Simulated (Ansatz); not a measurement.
# SiPb (model cell, started as NiAs type): phonons and vibrational spectra, part 2 of 2

How does SiPb (model cell, started as NiAs type) vibrate, and is this structure a minimum?

Ansatz 0.2.0; DFT PBEsol, scalar-relativistic, plane waves, PAW.

So far: The starting structure; Rough relaxation; Relaxation. The relaxed cell has a = 3.887, c = 7.422 Å (conventional setting).

The structure was built from a prototype and need not be the compound's stable phase.

### 4. Tight relaxation

Phonons need a cell at rest on their own settings, so the relaxation is repeated with tight tolerances on forces and stress on the k mesh and occupations of the first response run.

File input.yaml:

```yaml
crystal:
  lattice:
    - [3.8872090803, 0.0, 0.0]
    - [-1.9436045402, 3.3664218134, 0.0]
    - [0.0, 0.0, 7.4223113348]
  atoms:
    - { symbol: Pb, position: [0.0, 0.0, 0.0] }
    - { symbol: Pb, position: [0.0, 0.0, 0.5] }
    - { symbol: Si, position: [0.3333333333, 0.6666666667, 0.25] }
    - { symbol: Si, position: [0.6666666667, 0.3333333333, 0.75] }
kpoints:
  mp_grid: { grid: [12, 12, 6] }
hamiltonian:
  xc: pbesol
scf:
  occupations: { method: methfessel_paxton, width: 0.15 }
output:
  forces: true
  stress: true
  eigenvalues: true
  write_density: true
  write_potential: true
  elf: true
  volumetric_format: npy
relax:
  adjacent_minimum: "off"
  f_tol: 0.001
  max_steps: 60
  cell: { stress_tol: 0.01 }
```

Launch:

```sh
> ansatz run input.yaml --threads 4 --pin off --max-ram 7168MiB --backend cpu --events-out ev --progress --plain --runs-dir out
```

Numbers of over 12 decimals in the logs are rounded to 6 here.

Log:

```text
[...]
Crystal: 4 atoms, lattice volume = 97.128 Å³
Basis set: ecut = 420 eV, 1897 PW (Γ), exchange–correlation on 54×54×100 points (8 copies of the dense FFT grid, shifted against one another)
Bands: 22, of which v1, the nominal top of the filled ones, is band 18 counted from 1 (17 counted from 0)
Symmetry: 24 space group operations
[...]
k-points: 76 of 864
[...]
--- Relaxed structure (3 steps of the walk, 3 accepted, 1 SCFs on fresh bases) ---
[...]
cell:  # Å, volume = 97.0572 Å³
    - [3.884973, 2.8850852272063623e-11, 0.0]
    - [-1.942486, 3.364485, 0.0]
    - [0.0, 0.0, 7.425418]
  atoms:
    - { symbol: Pb, position: [0, 0, 0] }
    - { symbol: Pb, position: [0, 0, 0.5] }
    - { symbol: Si, position: [0.333333, 0.666667, 0.25] }
    - { symbol: Si, position: [0.666667, 0.333333, 0.750000] }
[key lines of the parts left out:]
SCF converged after 5 iterations
Free energy (F): -24750.728366 eV
Fermi energy:    9.380290 eV
P = ⅓ Tr σ = 0.0016 GPa (0.016 kbar)
```

Wall time 12 s (4 threads of Arm Neoverse V1, shared host); peak memory 0.49 GiB; 45 s of CPU time.

Little changed from the start: no atom moved by 0.005 Å and no cell edge by 0.1 %.

Numbers from this step:

| Quantity | Value |
| --- | --- |
| pressure | 0.001578 GPa |
| volume per atom | 24.26 Å³ |

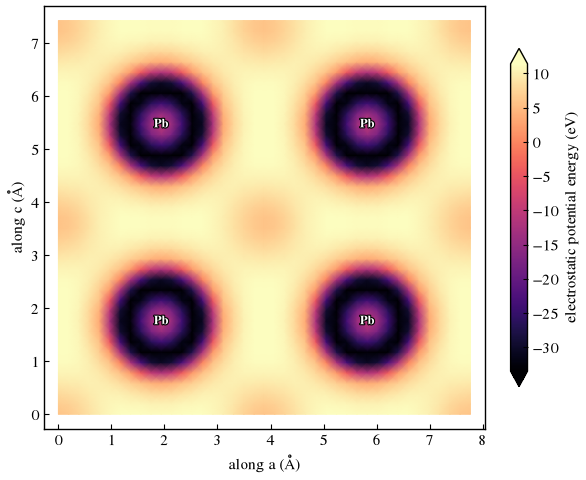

Electrostatic potential energy in the ac plane at fractional y = 1.000, with atoms of Pb within 0.2 Å of it. With pseudopotentials it is smooth inside the atoms' cores, unlike the true potential. The map starts off the cell's origin, so that atoms lie inside it.

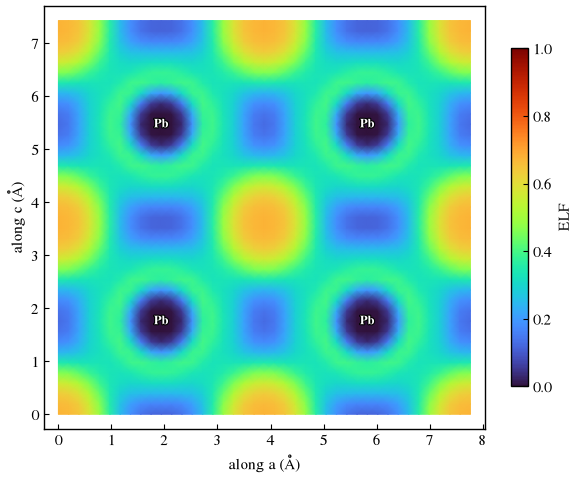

ELF in the ac plane at fractional y = 1.000, with atoms of Pb within 0.2 Å of it. It is the smooth field of the valence electrons, not physical close to the nuclei. The map starts off the cell's origin, so that atoms lie inside it.

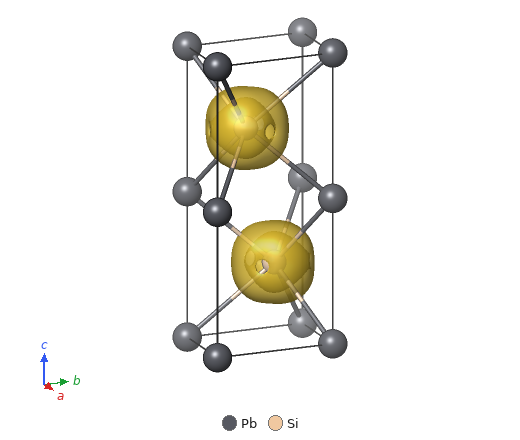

Surface of ELF = 0.73. Bonds to atoms that aren't drawn are left out.

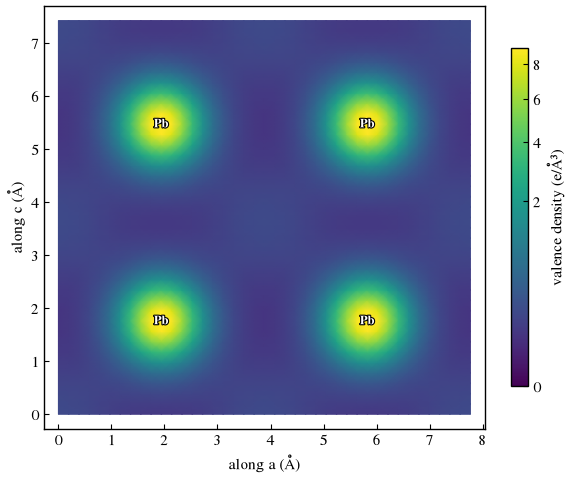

Valence density in the ac plane at fractional y = 1.000, with atoms of Pb within 0.2 Å of it. It is the smooth field of the valence electrons, not physical close to the nuclei. The map starts off the cell's origin, so that atoms lie inside it. The colour scale is stretched toward low values.

The forces vanish by symmetry and the pressure is 0.002 GPa, within the tolerances set. The cell now holds 24.26 Å³/atom.

### 5. Zone-centre response

The zone centre comes first: it holds the modes that light can see, as far as symmetry allows. No field response is asked, since the mesh shows no gap.

input.yaml, the sections that differ from step 4:

```yaml
crystal:
  lattice:
    - [3.8849729732, 0.0, 0.0]
    - [-1.9424864866, 3.3644852878, 0.0]
    - [0.0, 0.0, 7.425418006]
  atoms:
    - { symbol: Pb, position: [0.0, 0.0, 0.0] }
    - { symbol: Pb, position: [0.0, 0.0, 0.5] }
    - { symbol: Si, position: [0.3333333333, 0.6666666667, 0.25] }
    - { symbol: Si, position: [0.6666666667, 0.3333333333, 0.75] }
output:
  eigenvalues: true
phonons:
  method: dfpt
# kpoints, hamiltonian, scf: as in step 4
# relax: removed
```

Log:

```text
[...]
Crystal: 4 atoms, lattice volume = 97.057 Å³
Basis set: ecut = 420 eV, 1897 PW (Γ), exchange–correlation on 54×54×100 points (8 copies of the dense FFT grid, shifted against one another)
Bands: 22, of which v1, the nominal top of the filled ones, is band 18 counted from 1 (17 counted from 0)
Symmetry: 24 space group operations
k-points: 242 of 864 (irreducible under 2 space group operations, time reversal used)
[...]
SCF iter   1: F=—  HF=-24750.733896 eV  |F-HF|=—  |Δ(HF+E_count)|=         —  Δρ=2.75e-3  dr2=1.09e-2  ethr=1.77e-3  ⟨swp⟩=6.1  Hψ=26871  notcnv=0
[...]
SCF iter  10: F=-24750.728366 eV  HF=-24750.728366 eV  |F-HF|=3.64e-12  |Δ(HF+E_count)|=  3.64e-12  S|Δr|=    0.00e0  Δρ=1.74e-8  dr2=3.90e-13  ethr=1.00e-12  ⟨swp⟩=6.3  Hψ=23906  notcnv=0
SCF 1 converged in 10 iterations: F = -24750.728366 eV  dr2 = 3.90e-13
[...]
DFPT response loops at Γ: preconditioner auto → Kerker (q_TF=auto, 2.313 Å⁻¹) (partly filled bands, converged f_vac=0.000); β = 1.00, the filter's whole step (`scf.mixing.beta` (0.50) is not read by the response loops under this deck's `scf.mixing.preconditioner`; to damp them name `kerker` or `kerker_dos`, under which they read `scf.mixing.beta`, and type it under 1.00, their step now; both keys bind the ground state too); Broyden in place of MSR1
SCF converged after 10 iterations
[...]
Free energy (F): -24750.728366 eV
[...]
Internal energy: -24750.727474 eV  (E = F + TS)
E sigma→0 (E₀):  -24750.728143 eV
Entropy (-TS):   -0.000892 eV (-0.223 meV/atom)
Fermi energy:    9.380290 eV
Step filling:    the computed levels leave a gap of 0.0000 eV = 0.0 smearing widths at the electron count; against every level under it full and every level over it empty, smearing changes F+E_penalty+E_count by +0.250 meV and its σ→0 estimate by +0.473 meV
[...]
--- Band table (eV; the first three rows and the last of 242) ---
  k-point 0: bands = [... 14 lower, 8.0951, 9.9542, 9.9542, 11.1671, 11.1671, 12.4801, 13.4520, 13.4520]
  k-point 1: bands = [... 14 lower, 9.2095, 10.0239, 10.0239, 11.0755, 11.0755, 12.3555, 13.4034, 13.4034]
  k-point 2: bands = [... 14 lower, 10.2223, 10.2223, 10.3760, 10.8299, 10.8299, 11.9637, 13.3496, 13.3496]
  k-point 241: bands = [... 14 lower, 6.0217, 6.0217, 7.3163, 7.3163, 10.0754, 10.0754, 11.2178, 11.2178]
--- Phonons (Γ-DFPT): 4 representative perturbations + reference, on 242 of 864 k-points (Σ response iterations 12) ---
  k mesh reduced under 2 symmetry operations, with k and −k counted as one. Each operation leaves every solved perturbation unchanged. A smaller set is not used because it would not reduce the number of displacements times k-points to solve
  ASR residual: 4.240e-5 → 0.000e0 eV/Å²; symmetrization residual: 5.886e-6 eV/Å²
  ASR residual per site (eV/Å²): 4.24e-5 4.24e-5 1.09e-5 1.09e-5
  Γ frequencies (cm⁻¹): 0.00 0.00 0.00 54.31 54.31 80.78 163.50 163.50 172.29 172.29 187.38 196.26
  non-analytic LO–TO correction: not included (Born effective charges unavailable; polar crystals: no LO–TO splitting at Γ)
```

Run time: 74 s. Hardware: 4 threads; peak memory 2 GiB.

This step gave:

- sum-rule residual before enforcement: 4.24e-5 eV/Å²
- point group: 6/mmm
- highest optical mode at the zone centre (no LO-TO term): 196.3 cm⁻¹
- lowest optical zone-centre mode: 54.31 cm⁻¹

Patterns of degenerate modes are one choice out of their space. The modes at Γ (shares of kinetic energy by element, %):

| mode | frequency (cm⁻¹) | symmetry | Pb % | Si % |
| --- | --- | --- | --- | --- |
| 1 | 0.0 | acoustic | 88 | 12 |
| 2 | 0.0 | acoustic | 88 | 12 |
| 3 | 0.0 | acoustic | 88 | 12 |
| 4 | 54.3 | E2u | 100 | 0 |
| 5 | 54.3 | E2u | 100 | 0 |
| 6 | 80.8 | B2u | 100 | 0 |
| 7 | 163.5 | E2g | 0 | 100 |
| 8 | 163.5 | E2g | 0 | 100 |
| 9 | 172.3 | E1u | 12 | 88 |
| 10 | 172.3 | E1u | 12 | 88 |
| 11 | 187.4 | B1g | 0 | 100 |
| 12 | 196.3 | A2u | 12 | 88 |

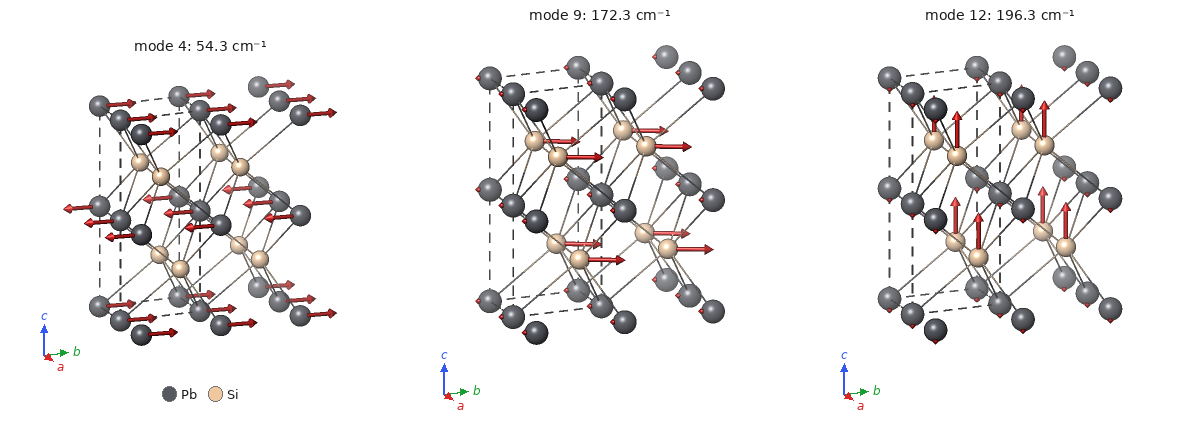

Displacement patterns of modes 4, 9 and 12 at Γ; arrows are exaggerated. Bonds to atoms that aren't drawn are left out. 2×2×1 cells are drawn. Some periodic images of atoms are drawn too.

Before it was imposed, the acoustic sum rule was missed by 4.2e-5 eV/Å². Small misses are needed for a sound result but don't prove that mesh and cutoff are converged. The lowest optical mode is real, 54.3 cm⁻¹.

### 6. The dispersion

The mesh has a single point along some directions, so zone-edge points there are not solved. Linear response on a 2×2×1 q mesh gives force constants as far as a supercell of that size would.

input.yaml, as its differences from that of step 5:

```diff
@@ -20 +20,9 @@
   method: dfpt
+  qmesh: [2, 2, 1]
+  temperatures: { t_max: 1000, t_step: 50 }
+  qpath:
+    path:
+      - [[0.0, 0.0, 0.0], [0.5, 0.0, 0.0], [0.33333333, 0.33333333, 0.0], [0.0, 0.0, 0.0], [0.0, 0.0, 0.5], [0.5, 0.0, 0.5], [0.33333333, 0.33333333, 0.5], [0.0, 0.0, 0.5]]
+      - [[0.5, 0.0, 0.5], [0.5, 0.0, 0.0]]
+      - [[0.33333333, 0.33333333, 0.5], [0.33333333, 0.33333333, 0.0]]
+    npoints: 10
```

Log:

```text
[...]
Crystal: 4 atoms, lattice volume = 97.057 Å³
Basis set: ecut = 420 eV, 1897 PW (Γ), exchange–correlation on 54×54×100 points (8 copies of the dense FFT grid, shifted against one another)
Bands: 22, of which v1, the nominal top of the filled ones, is band 18 counted from 1 (17 counted from 0)
Symmetry: 24 space group operations
k-points: 76 of 864
[...]
SCF iter   1: F=—  HF=-24750.734153 eV  |F-HF|=—  |Δ(HF+E_count)|=         —  Δρ=2.74e-3  dr2=1.09e-2  ethr=1.77e-3  ⟨swp⟩=6.1  Hψ=8438  notcnv=0
[...]
SCF iter  10: F=-24750.728366 eV  HF=-24750.728366 eV  |F-HF|=0.00e0  |Δ(HF+E_count)|=    0.00e0  S|Δr|=    0.00e0  Δρ=1.82e-8  dr2=4.26e-13  ethr=1.00e-12  ⟨swp⟩=6.5  Hψ=7705  notcnv=0
SCF 1 converged in 10 iterations: F = -24750.728366 eV  dr2 = 4.26e-13
[...]
phonons: the bands overlap, so this run is a metal and interpolates without the dipole-dipole term. If the crystal is really an insulator or semiconductor, its LO-TO splitting is missing
NSCF: frozen V_eff on 76 k-points
[...]
DFPT response loops at q = (0, 0, 0) (fractional): preconditioner auto → Kerker (q_TF=auto, 2.313 Å⁻¹) (partly filled bands, converged f_vac=0.000); β = 1.00, the filter's whole step (`scf.mixing.beta` (0.50) is not read by the response loops under this deck's `scf.mixing.preconditioner`; to damp them name `kerker` or `kerker_dos`, under which they read `scf.mixing.beta`, and type it under 1.00, their step now; both keys bind the ground state too); Broyden in place of MSR1
[...]
SCF converged after 10 iterations
[...]
Free energy (F): -24750.728366 eV
[...]
Internal energy: -24750.727474 eV  (E = F + TS)
E sigma→0 (E₀):  -24750.728143 eV
Entropy (-TS):   -0.000892 eV (-0.223 meV/atom)
Fermi energy:    9.380290 eV
[...]
--- Band table (eV; the first three rows and the last of 76) ---
  k-point 0: bands = [... 14 lower, 8.0951, 9.9542, 9.9542, 11.1671, 11.1671, 12.4801, 13.4520, 13.4520]
  k-point 1: bands = [... 14 lower, 9.2095, 10.0239, 10.0239, 11.0755, 11.0755, 12.3555, 13.4034, 13.4034]
  k-point 2: bands = [... 14 lower, 10.2223, 10.2223, 10.3760, 10.8299, 10.8299, 11.9637, 13.3496, 13.3496]
  k-point 75: bands = [... 14 lower, 5.3687, 5.3687, 8.0579, 8.0579, 9.3882, 9.3882, 10.3571, 10.3571]
--- Phonons (Γ-DFPT): 4 representative perturbations + reference (Σ response iterations 12) ---
  ASR residual: 4.866e-5 → 0.000e0 eV/Å²; symmetrization residual: 4.475e-6 eV/Å²
  ASR residual per site (eV/Å²): 4.87e-5 4.87e-5 1.78e-5 1.78e-5
[...]
--- Phonons (arbitrary-q DFPT): 2 irreducible q on the 2×2×1 mesh ---
  q = [0.0000, 0.0000, 0.0000] (star 1, of the zone-centre solve; hermiticity 2.11e-6, symmetrization 1.18e-11): -0.00 -0.00 0.00 54.31 54.31 80.78 163.50 163.50 172.29 172.29 187.38 196.26
  q = [0.0000, -0.5000, 0.0000] (star 3, 6 solved perturbations in 1242 linear systems a pass and spin channel, the states on 242 of 864 k-point pairs; hermiticity 1.12e-6, symmetrization 1.41e-13): 17.85 25.15 37.24 68.01 68.47 84.04 169.49 172.18 177.56 178.73 184.62 218.29
  sum rule: each row above includes the acoustic sum rule's correction from the zone centre's row sums; it moved no ω² by more than (0.42 cm⁻¹)²
  mesh force constants: q→R imaginary residual 2.14e-17; ASR residual 4.866e-5 → 0.000e0 eV/Å²; symmetrization residual 3.997e-15 eV/Å²
  interpolated dispersion: 93 rows × 12 modes
  density of states and harmonic sums: on the 18×18×9 q-mesh, interpolated from the force constants of a 2×2×1 supercell (no non-analytic term)
  largest difference from the sums on the solved wave vectors: F 1.74e-1 eV, S 2.38e-4 and C_V 6.45e-5 eV/K
  zero-point energy: 0.086117 eV/cell   skipped modes (ω ≤ 0): 3   left out of the sums: 8.57e-5 of the cell's modes: C_V's classical limit lies that fraction below 3 k_B per atom; for a crystal, a wire or a layer, F and S can be off by more, and a phonons.interpolated_qmesh denser along its periods is the remedy for the sampling
```

It took 2.1 min on 4 threads; peak memory 1.5 GiB.

This step gave:

* sum-rule residual before enforcement: 4.87e-5 eV/Å²
* lowest mode on the q mesh (acoustic modes at Γ apart): 17.85 cm⁻¹
* highest frequency at a solved wavevector (no LO-TO term at Γ): 218.3 cm⁻¹

Frequencies (cm⁻¹) solved at each irreducible wavevector; negative means imaginary. Frequencies by wavevector, by row:

| q in reciprocal lattice units | star | mode 1 | mode 2 | mode 3 | mode 4 | mode 10 | mode 11 | mode 12 |
| --- | --- | --- | --- | --- | --- | --- | --- | --- |
| 0 0 0 | 1 | 0 | 0 | 0 | 54.3 | 172.3 | 187.4 | 196.3 |
| 0 -0.5 0 | 3 | 17.9 | 25.1 | 37.2 | 68 | 178.7 | 184.6 | 218.3 |

Symmetry leaves 2 wavevectors to solve. The lowest mode among them, the acoustic zeros apart, lies at q = (0, -0.5, 0) and is real, 17.9 cm⁻¹.

### 7. Isotope substitution, element Pb, natural mass 207.2 amu

An isotope changes the mass and not the force constants, so no new electronic calculation is needed; the shifts show which modes move this element.

The same force constants with the mass of Pb changed from 207.200 to 203.973 u (phonopy, no LO-TO term). Both lists are sorted by frequency; levels can cross, so a row need not hold one and the same mode. Modes under 3 cm⁻¹ are left out. Isotope shifts, by row:

| q | rank | natural mass (cm⁻¹) | changed mass (cm⁻¹) |
| --- | --- | --- | --- |
| 0 0 0 | 4 | 54.31 | 54.74 |
| 0 0 0 | 5 | 54.31 | 54.74 |
| 0 0 0 | 6 | 80.78 | 81.41 |
| 0 0 0 | 7 | 163.5 | 163.5 |
| 0 0 0 | 8 | 163.5 | 163.5 |
| 0 0 0 | 9 | 172.3 | 172.4 |
| 0 0 0 | 10 | 172.3 | 172.4 |
| 0 0 0 | 11 | 187.4 | 187.4 |
| 0 0 0 | 12 | 196.3 | 196.4 |
| 0 -0.5 0 | 1 | 17.85 | 17.98 |
| 0 -0.5 0 | 2 | 25.15 | 25.3 |
| 0 -0.5 0 | 3 | 37.24 | 37.51 |
| 0 -0.5 0 | 4 | 68.01 | 68.54 |
| 0 -0.5 0 | 5 | 68.47 | 69 |
| 0 -0.5 0 | 6 | 84.04 | 84.7 |
| 0 -0.5 0 | 7 | 169.5 | 169.5 |
| 0 -0.5 0 | 8 | 172.2 | 172.2 |
| 0 -0.5 0 | 9 | 177.6 | 177.6 |
| 0 -0.5 0 | 10 | 178.7 | 179 |
| 0 -0.5 0 | 11 | 184.6 | 184.8 |
| 0 -0.5 0 | 12 | 218.3 | 218.4 |

A mode of this element alone would shift by +0.79 %. The highest zone-centre frequency without the field goes from 196.3 to 196.4 cm⁻¹ (+0.1 %). The product of the frequency ratios over all optical modes at Γ is 1.027; the product rule, (m/m′)^(3k/2) (M′/M)^(3/2) with k = 2 such atoms and M the mass of the cell, gives 1.027.

### 8. Another isotope, element Si, natural mass 28.085 amu

The same for Si, from 28.09 to 29.97 u.

The same force constants with the mass of Si changed from 28.085 to 29.974 u (phonopy, no LO-TO term). Both lists are sorted by frequency; levels can cross, so a row need not hold one and the same mode. Modes under 3 cm⁻¹ are left out. Isotope shifts, by row:

| q | rank | natural mass (cm⁻¹) | changed mass (cm⁻¹) |
| --- | --- | --- | --- |
| 0 0 0 | 4 | 54.31 | 54.31 |
| 0 0 0 | 5 | 54.31 | 54.31 |
| 0 0 0 | 6 | 80.78 | 80.78 |
| 0 0 0 | 7 | 163.5 | 158.3 |
| 0 0 0 | 8 | 163.5 | 158.3 |
| 0 0 0 | 9 | 172.3 | 167.4 |
| 0 0 0 | 10 | 172.3 | 167.4 |
| 0 0 0 | 11 | 187.4 | 181.4 |
| 0 0 0 | 12 | 196.3 | 190.7 |
| 0 -0.5 0 | 1 | 17.85 | 17.79 |
| 0 -0.5 0 | 2 | 25.15 | 24.97 |
| 0 -0.5 0 | 3 | 37.24 | 37.14 |
| 0 -0.5 0 | 4 | 68.01 | 68.01 |
| 0 -0.5 0 | 5 | 68.47 | 68.45 |
| 0 -0.5 0 | 6 | 84.04 | 84.04 |
| 0 -0.5 0 | 7 | 169.5 | 164.1 |
| 0 -0.5 0 | 8 | 172.2 | 166.7 |
| 0 -0.5 0 | 9 | 177.6 | 171.9 |
| 0 -0.5 0 | 10 | 178.7 | 174.2 |
| 0 -0.5 0 | 11 | 184.6 | 179.4 |
| 0 -0.5 0 | 12 | 218.3 | 211.9 |

A mode of this element alone would shift by -3.20 %. The highest zone-centre frequency without the field goes from 196.3 to 190.7 cm⁻¹ (-2.8 %). The product of the frequency ratios over all optical modes at Γ is 0.833; the product rule, (m/m′)^(3k/2) (M′/M)^(3/2) with k = 2 such atoms and M the mass of the cell, gives 0.833.

### 9. Results

| Property | Result |
| --- | --- |
| space group after relaxation (within 0.01 Å) | P6_3/mmc |
| volume per atom | 24.3 Å³ |
| electronic character | no gap on this mesh |
| highest optical mode at the zone centre (no LO-TO term) | 196 cm⁻¹ |
| lowest optical zone-centre mode | 54.3 cm⁻¹ |
| lowest mode on the q mesh (acoustic modes at Γ apart) | 17.9 cm⁻¹ |
| imaginary modes on the 2×2×1 q mesh | none |

In words: The structure is a minimum as far as tested: no mode is imaginary at the 2 irreducible wavevectors of the 2×2×1 mesh, and the softest away from the acoustic zeros lies at 18 cm⁻¹. The optical modes at Γ span 54 to 196 cm⁻¹. The highest mode in this list at Γ, 196.3 cm⁻¹, is mostly motion of Si (88 % of the kinetic energy). The q mesh is too sparse to interpolate, so only the solved wavevectors are given. With no gap, or one that is small against the smearing, the frequencies hang on the k mesh and the smearing, most of all near Kohn anomalies. Spin-orbit coupling is left out, which can matter for the heavy elements here. The starting cell was built on a prototype and not taken from a measurement, so the phase need not exist. These are harmonic frequencies at zero temperature: anharmonic shifts, linewidths and thermal expansion are left out.

[Logs are printed without paths, hosts, clocks, repeated set-up lines and the standing remarks that a program may print on its own settings, such as how far it seeks lower states.]

[Hosts, paths, dates, database ids (printed as entryN), source tags and the programs' standing remarks are cut or masked in the printed files.]
